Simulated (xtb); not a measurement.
**Run report: GaH2F, geometry relaxation (part 2 of 2)**

Continued. System: GaH2F. Method: GFN1-xTB (xtb 6.7.1). The geometry comes from this level: GFN2-xTB.

Geometry of the input (Å):
```
F  -0.5755  -0.4704  1.4528
Ga 0.0354  0.0292  -0.0890
H  -0.8621  -0.3032  -1.2984
H  1.4022  0.7444  -0.0654
```

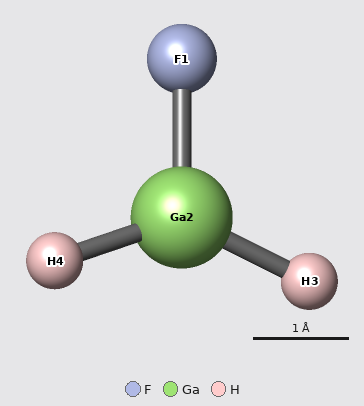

Figure 1. The geometry at step 4 of the log (ball-and-stick view, seen at a tilt; atoms are numbered from 1 in the order of the input).

Log, continued
```
 iter      E             dE          RMSdq      gap      omega  full diag
   1     -7.6032037 -0.760320E+01  0.367E-03    7.13       0.0  T
   2     -7.6032037 -0.455409E-07  0.123E-03    7.13      40.6  T
   3     -7.6032037 -0.117648E-08  0.468E-04    7.13     106.9  T
   4     -7.6032037 -0.464961E-11  0.184E-04    7.13     271.5  T
   5     -7.6032037 -0.582823E-11  0.156E-06    7.13   32063.7  T
     SCC iter.                  ...        0 min,  0.001 sec
     gradient                   ...        0 min,  0.002 sec
 * total energy  :    -7.5833377 Eh     change       -0.4015331E-05 Eh
   gradient norm :     0.0003974 Eh/α   predicted    -0.5532609E-05 (  37.79%)
   displ. norm   :     0.0081222 α      lambda       -0.1989030E-05
   maximum displ.:     0.0078440 α      in ANC's #1, #2, #4, ...

........................................................................
.............................. CYCLE    7 ..............................
........................................................................

 iter      E             dE          RMSdq      gap      omega  full diag
   1     -7.6032641 -0.760326E+01  0.123E-03    7.14       0.0  T
   2     -7.6032641 -0.273653E-08  0.617E-04    7.14      81.0  T
   3     -7.6032641 -0.531708E-10  0.246E-04    7.14     203.4  T
   4     -7.6032641 -0.119904E-11  0.449E-05    7.14    1112.6  T
   5     -7.6032641 -0.156053E-11  0.814E-07    7.14   61456.9  T
     SCC iter.                  ...        0 min,  0.001 sec
     gradient                   ...        0 min,  0.002 sec
 * total energy  :    -7.5833391 Eh     change       -0.1489867E-05 Eh
   gradient norm :     0.0000878 Eh/α   predicted    -0.9958589E-06 ( -33.16%)
   displ. norm   :     0.0002110 α      lambda       -0.1322578E-07
   maximum displ.:     0.0001506 α      in ANC's #4, #6, #1, ...

........................................................................
.............................. CYCLE    8 ..............................
........................................................................

 iter      E             dE          RMSdq      gap      omega  full diag
   1     -7.6032579 -0.760326E+01  0.235E-04    7.14       0.0  T
   2     -7.6032579 -0.322947E-09  0.534E-05    7.14     936.9  T
   3     -7.6032579 -0.671108E-11  0.139E-05    7.14    3593.4  T
     SCC iter.                  ...        0 min,  0.001 sec
     gradient                   ...        0 min,  0.002 sec
 * total energy  :    -7.5833392 Eh     change       -0.7929869E-08 Eh
   gradient norm :     0.0000422 Eh/α   predicted    -0.4393438E-08 ( -44.60%)
   displ. norm   :     0.0001695 α      lambda       -0.1584067E-08
   maximum displ.:     0.0001218 α      in ANC's #6, #4, #2, ...

   *** GEOMETRY OPTIMIZATION CONVERGED AFTER 8 ITERATIONS ***

------------------------------------------------------------------------
 total energy gain   :        -0.0005616 Eh       -0.3524 kcal/mol
 total RMSD          :         0.0779372 a0        0.0412 Å
 total power (kW/mol):        -0.1843048 (step)  -41.4808 (real)
------------------------------------------------------------------------

 ANCopt (total)                0 d,  0 h,  0 min,  0.036 sec
 optimizer setup                ...        0 min,  0.000 sec (  0.438%)
 model hessian                  ...        0 min,  0.000 sec (  0.369%)
 ANC generation                 ...        0 min,  0.000 sec (  0.477%)
 coordinate transformation      ...        0 min,  0.000 sec (  0.300%)
 single point calculation       ...        0 min,  0.033 sec ( 92.137%)
 optimization log               ...        0 min,  0.001 sec (  2.162%)
 hessian update                 ...        0 min,  0.000 sec (  0.278%)
 rational function              ...        0 min,  0.001 sec (  2.061%)

================
 final structure:
================
4
 xtb: 6.7.1
F           -0.55973686643028       -0.45766942525715        1.41508398676763
Ga           0.04852669989142        0.03965075461197       -0.12266083021846
H           -0.88664085198889       -0.31934869922794       -1.26891259422566
H            1.39785101852775        0.73736736987312       -0.02352056232350

 Bond Distances (Angstroems)
 ---------------------------
F1-Ga2=1.7268        Ga2-F1=1.7268        Ga2-H3=1.5223        Ga2-H4=1.5223        H3-Ga2=1.5223        H4-Ga2=1.5223
 Ga H  Rav=1.5223 sigma=0.0000  Rmin=1.5223  Rmax=1.5223     2
 Ga F  Rav=1.7268 sigma=0.0000  Rmin=1.7268  Rmax=1.7268     1

 selected bond angles (degree)
 --------------------
H3-Ga2-F1=112.72               H4-Ga2-F1=112.72               H4-Ga2-H3=134.56

 selected dihedral angles (degree)
 ---------------------------------

           -------------------------------------------------
          |                Final Singlepoint                |
           -------------------------------------------------

          ...................................................
          :                      SETUP                      :
          :.................................................:
          :  # basis functions                  18          :
          :  # atomic orbitals                  17          :
          :  # shells                            9          :
          :  # electrons                        12          :
          :  # halogen bonds                     0          :
          :  max. iterations                   250          :
          :  Hamiltonian                  GFN1-xTB          :
          :  restarted?                      false          :
          :  GBSA solvation                  false          :
          :  PC potential                    false          :
          :  electronic temp.          300.0000000     K    :
          :  accuracy                    1.0000000          :
          :  -> integral cutoff          0.2500000E+02      :
          :  -> integral neglect         0.1000000E-07      :
          :  -> SCF convergence          0.1000000E-05 Eh   :
          :  -> wf. convergence          0.2000000E-04 e    :
          :  Broyden damping             0.4000000          :
          :  net charge                          0          :
          :  unpaired electrons                  0          :
          ...................................................

 iter      E             dE          RMSdq      gap      omega  full diag
   1     -7.6032579 -0.760326E+01  0.724E-06    7.14       0.0  T
   2     -7.6032579 -0.115463E-13  0.436E-06    7.14   11474.1  T
   3     -7.6032579  0.888178E-15  0.145E-07    7.14  100000.0  T

   *** convergence criteria satisfied after 3 iterations ***

         #    Occupation            Energy/Eh            Energy/eV
      -------------------------------------------------------------
         1        2.0000           -0.7808733             -21.2486
         2        2.0000           -0.5670326             -15.4297
         3        2.0000           -0.4990370             -13.5795
         4        2.0000           -0.4906700             -13.3518
         5        2.0000           -0.4806136             -13.0782
         6        2.0000           -0.4581358             -12.4665 (HOMO)
         7                         -0.1958326              -5.3289 (LUMO)
         8                         -0.1836934              -4.9986
         9                         -0.1104587              -3.0057
        10                         -0.1021226              -2.7789
        11                         -0.0863695              -2.3502
       ...                                ...                  ...
        17                          1.0314424              28.0670
      -------------------------------------------------------------
                  HL-Gap            0.2623032 Eh            7.1376 eV
             Fermi-level           -0.3269842 Eh           -8.8977 eV

 SCC (total)                   0 d,  0 h,  0 min,  0.004 sec
 SCC setup                      ...        0 min,  0.000 sec (  2.772%)
 Dispersion                     ...        0 min,  0.000 sec (  1.101%)
 classical contributions        ...        0 min,  0.000 sec (  0.860%)
 integral evaluation            ...        0 min,  0.001 sec ( 30.107%)
 iterations                     ...        0 min,  0.001 sec ( 16.978%)
 molecular gradient             ...        0 min,  0.002 sec ( 43.339%)
 printout                       ...        0 min,  0.000 sec (  4.129%)

         :::::::::::::::::::::::::::::::::::::::::::::::::::::
         ::                     SUMMARY                     ::
         :::::::::::::::::::::::::::::::::::::::::::::::::::::
         :: total energy              -7.583339154537 Eh    ::
         :: gradient norm              0.000042117300 Eh/a0 ::
         :: HOMO-LUMO gap              7.137632365834 eV    ::
         ::.................................................::
         :: SCC energy                -7.603257866354 Eh    ::
         :: -> electrostatic           0.032426607674 Eh    ::
         :: repulsion energy           0.020350749373 Eh    ::
         :: dispersion energy         -0.000432037556 Eh    ::
         :: halogen bond corr.         0.000000000000 Eh    ::
         :: add. restraining           0.000000000000 Eh    ::
         :: total charge              -0.000000000000 e     ::
         :::::::::::::::::::::::::::::::::::::::::::::::::::::

           -------------------------------------------------
          |                Property Printout                |
           -------------------------------------------------

    * Orbital Energies and Occupations

         #    Occupation            Energy/Eh            Energy/eV
      -------------------------------------------------------------
         1        2.0000           -0.7808733             -21.2486
         2        2.0000           -0.5670326             -15.4297
         3        2.0000           -0.4990370             -13.5795
         4        2.0000           -0.4906700             -13.3518
         5        2.0000           -0.4806136             -13.0782
         6        2.0000           -0.4581358             -12.4665 (HOMO)
         7                         -0.1958326              -5.3289 (LUMO)
         8                         -0.1836934              -4.9986
         9                         -0.1104587              -3.0057
        10                         -0.1021226              -2.7789
        11                         -0.0863695              -2.3502
        12                         -0.0822597              -2.2384
        13                         -0.0640919              -1.7440
        14                         -0.0625779              -1.7028
        15                          0.0293991               0.8000
        16                          0.4120862              11.2134
        17                          1.0314424              28.0670
      -------------------------------------------------------------
                  HL-Gap            0.2623032 Eh            7.1376 eV
             Fermi-level           -0.3269842 Eh           -8.8977 eV

  Mulliken/CM5 charges         n(s)   n(p)   n(d)
     1F    -0.36765 -0.38440   1.783  5.585  0.000
     2Ga    0.52321  0.41664   1.218  1.092  0.167
     3H    -0.07778 -0.01612   1.078  0.000  0.000
     4H    -0.07778 -0.01612   1.078  0.000  0.000

Wiberg/Mayer (AO) data.
largest (>0.10) Wiberg bond orders for each atom

 ---------------------------------------------------------------------------
     #   Z sym  total        # sym  WBO       # sym  WBO       # sym  WBO
 ---------------------------------------------------------------------------
     1   9 F    1.108 --     2 Ga   1.030
     2  31 Ga   2.811 --     1 F    1.030     4 H    0.891     3 H    0.891
     3   1 H    0.998 --     2 Ga   0.891
     4   1 H    0.998 --     2 Ga   0.891
 ---------------------------------------------------------------------------

Topologies differ in total number of bonds
Writing topology from bond orders to xtbtopo.mol

 dipole moment from electron density (au)
     X       Y       Z
   0.3753   0.3068  -0.9488  total (Debye):    2.708

           -------------------------------------------------
          |                Geometry Summary                 |
           -------------------------------------------------

      molecular mass/u    :       90.7373507
   center of mass at/Å    :       -0.0742297      -0.0607146       0.1876774
  moments of inertia/u·Å² :        0.3974590E+01   0.4632929E+02   0.5030388E+02
rotational constants/cm⁻¹ :        0.4241351E+01   0.3638656E+00   0.3351160E+00

 * 3 selected distances

     #   Z          #   Z                                           value/Å
     1   9 F        2  31 Ga                                      1.7268386 (max)
     2  31 Ga       3   1 H                                       1.5222721 (min)
     2  31 Ga       4   1 H                                       1.5222726

 * 2 distinct bonds (by element types)

   Z      Z             #   av. dist./Å        max./Å        min./Å
   1 H   31 Ga          2     1.5222724     1.5222726     1.5222721
   9 F   31 Ga          1     1.7268386     1.7268386     1.7268386

optimized geometry written to: xtbopt.xyz

           -------------------------------------------------
          | TOTAL ENERGY               -7.583339154537 Eh   |
          | GRADIENT NORM               0.000042117300 Eh/α |
          | HOMO-LUMO GAP               7.137632365834 eV   |
           -------------------------------------------------

------------------------------------------------------------------------
------------------------------------------------------------------------
 total:
 *  cpu-time:     0 d,  0 h,  0 min,  0.058 sec
 * ratio c/w:     0.996 speedup
 SCF:
 *  cpu-time:     0 d,  0 h,  0 min,  0.006 sec
 * ratio c/w:     0.971 speedup
 ANC optimizer:
 *  cpu-time:     0 d,  0 h,  0 min,  0.040 sec
 * ratio c/w:     0.999 speedup
```

File xtbopt.xyz
```
4
 energy: -7.583339154537 gnorm: 0.000042117300 xtb: 6.7.1
F           -0.55973686643028       -0.45766942525715        1.41508398676763
Ga           0.04852669989142        0.03965075461197       -0.12266083021846
H           -0.88664085198889       -0.31934869922794       -1.26891259422566
H            1.39785101852775        0.73736736987312       -0.02352056232350
```

Trajectory as extended XYZ (Å, eV, eV/Å), 8 frames, from step=0 to step=7
```
4
Properties=species:S:1:pos:R:3 step=0 energy=-206.33789
F    -0.5755   -0.4704    1.4528
Ga    0.0354    0.0292   -0.0890
H    -0.8621   -0.3032   -1.2984
H     1.4022    0.7444   -0.0654
4
Properties=species:S:1:pos:R:3 step=1 energy=-206.35219
F    -0.5636   -0.4604    1.4239
Ga    0.0463    0.0367   -0.1158
H    -0.8832   -0.3164   -1.2763
H     1.4005    0.7400   -0.0318
4
Properties=species:S:1:pos:R:3 step=2 energy=-206.35311
F    -0.5594   -0.4593    1.4158
Ga    0.0465    0.0434   -0.1221
H    -0.8854   -0.3203   -1.2693
H     1.3984    0.7361   -0.0244
4
Properties=species:S:1:pos:R:3 step=3 energy=-206.35186
F    -0.5620   -0.4505    1.4134
Ga    0.0591    0.0221   -0.1273
H    -0.8910   -0.3142   -1.2659
H     1.3939    0.7427   -0.0202
4
Properties=species:S:1:pos:R:3 step=4 energy=-206.35302
F    -0.5605   -0.4553    1.4146
Ga    0.0522    0.0338   -0.1244
H    -0.8882   -0.3177   -1.2679
H     1.3966    0.7392   -0.0223
4
Properties=species:S:1:pos:R:3 step=5 energy=-206.35313
F    -0.5594   -0.4590    1.4155
Ga    0.0467    0.0427   -0.1219
H    -0.8859   -0.3202   -1.2695
H     1.3986    0.7365   -0.0241
4
Properties=species:S:1:pos:R:3 step=6 energy=-206.35317
F    -0.5597   -0.4577    1.4151
Ga    0.0485    0.0397   -0.1227
H    -0.8866   -0.3194   -1.2689
H     1.3978    0.7373   -0.0235
4
Properties=species:S:1:pos:R:3 step=7 energy=-206.35317
F    -0.5597   -0.4577    1.4151
Ga    0.0485    0.0396   -0.1227
H    -0.8866   -0.3194   -1.2689
H     1.3979    0.7374   -0.0235
```

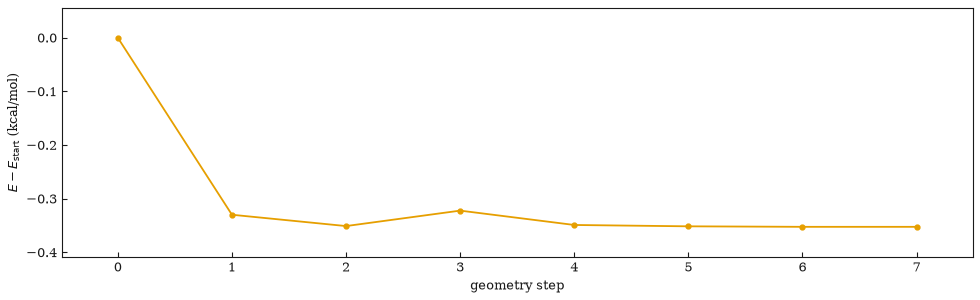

Figure 2. Progress of the relaxation, step by step (steps are counted from 0).

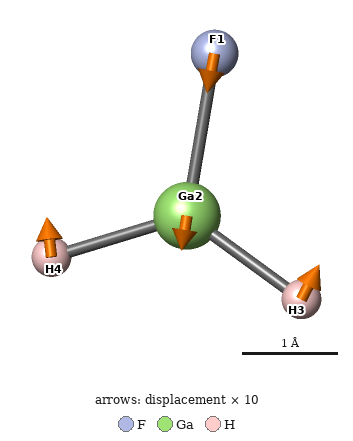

Figure 3. The starting structure with the displacements as orange arrows, magnified 10 times (ball-and-stick view, seen at a tilt). The two geometries are laid on each other by the best rigid fit. The energy falls by 0.35 kcal/mol in 7 geometry steps. The largest moves after the best rigid fit, 0.043 Å, are those of F1 and H4. Largest moves by element: F 0.043 Å, H 0.043 Å, Ga 0.038 Å. Distances before and after: Ga2–H3 1.542 → 1.522 Å, F1–Ga2 1.732 → 1.727 Å. Among the angles that change: H3–Ga2–H4 128.9° → 134.6°, F1–Ga2–H3 115.5° → 112.7°. (Atoms are counted from 1 in the order of the input.)

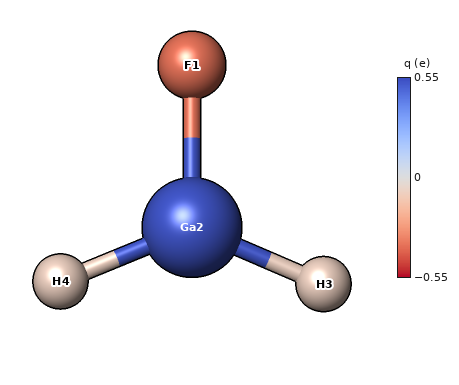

Figure 4. Mulliken charges, as the colour of each atom (ball-and-stick view, seen on its broad side; atoms are numbered from 1 in the order of the input). By element: F −0.37, Ga +0.52 and H −0.08 e.

Results in brief

| quantity | value |
| --- | --- |
| outcome | converged |
| electrons treated | 12 |
| total energy | −7.583339 hartree |
| dispersion energy | −0.000432 hartree |
| basis functions | 18 |
| HOMO | −12.47 eV |
| LUMO | −5.33 eV |
| dipole moment | 2.71 D |
| peak memory | 0.07 GiB |
